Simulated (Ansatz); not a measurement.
CdC$_{2}$ (I4/mmm, No. 139): the geometry relaxed (final pressure about 20 GPa) with DFT LDA, scalar-relativistic, plane waves, PAW in Ansatz 0.2.0; the starting structure was generated, so it need not be a known form of this composition.

```xyz
6
Lattice="3.5655 0.0000 0.0000 0.0000 3.5655 0.0000 0.0000 0.0000 5.4652" Properties=species:S:1:pos:R:3 pbc="T T T"
Cd    0.0000    0.0000    0.0000
C     1.7827    1.7827    0.6196
C     0.0000    0.0000    2.1130
Cd    1.7827    1.7827    2.7326
C     0.0000    0.0000    3.3522
C     1.7827    1.7827    4.8456
```

**What will a Z-contrast image along [211] show? Simulation: incoherent imaging, intensity Z^1.8 per atom, probe width 0.62 Å, thin sample. The display is stretched by a gamma of 0.8; percentages refer to the linear signal.**

The columns repeat on an oblique net of 1.20 × 3.00 Å with an angle of 94° (plane group p2). The brightest columns hold 1 Cd per repeat. The C columns make no clear peak of their own: they are too faint or too near a brighter column. The shortest distance between visible columns is 1.20 Å in projection (between Cd columns). Along the beam the structure repeats every 9.67 Å.

```
column  atoms along the beam per repeat  peak brightness
    Cd                             1 Cd            100 %
     C                              1 C             <5 %
```

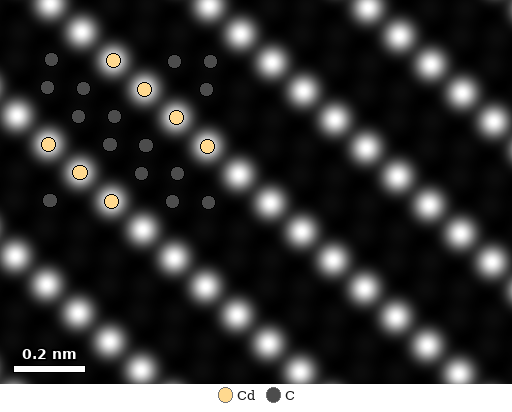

The simulated image, with the columns of the model marked in one corner.
